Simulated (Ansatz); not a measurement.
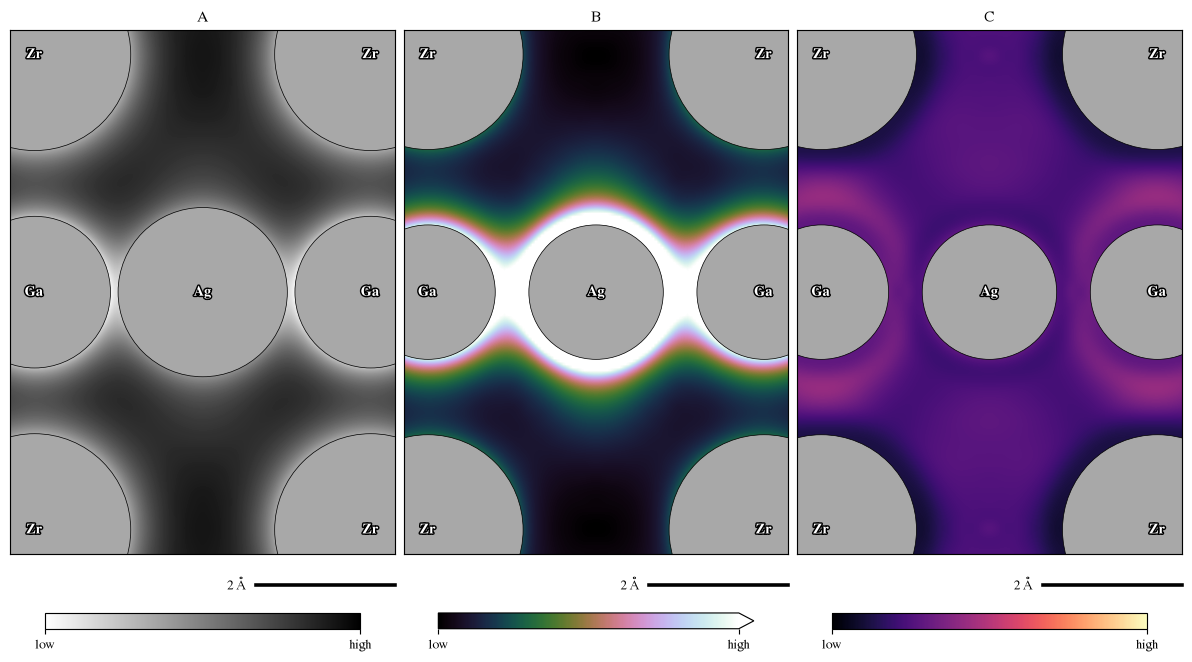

ZrGa$_{3}$Ag: 3 fields on the (11̄0) plane of the conventional cell, with unlabelled colour scales. Grey discs cover the atomic cores.

Space group Pm-3m; a structure generated by program, which may or may not match a known phase.

The calculation used DFT PBE, scalar-relativistic, plane waves, PAW (Ansatz).

Question: Which field does each panel show? The fields are: electron localisation function, electrostatic potential energy of an electron and valence pseudo-density.

Answer: Panel A: electrostatic potential energy of an electron (low next to the atoms, rising into the space between them). Panel B: valence pseudo-density. Panel C: electron localisation function. From the grid: Ga–Ag (2.42 Å): the density is about 0.48 e/Å³ at the midpoint, with its minimum of 0.41 e/Å³ about 1.1 Å from Ga; the ELF is about 0.30 at the midpoint: no localised pair shows between them. Zr–Ga (3.42 Å): the density is about 0.11 e/Å³ at the midpoint; the ELF is about 0.30 at the midpoint and 0.15 at its lowest between the atoms: no localised pair shows between them.
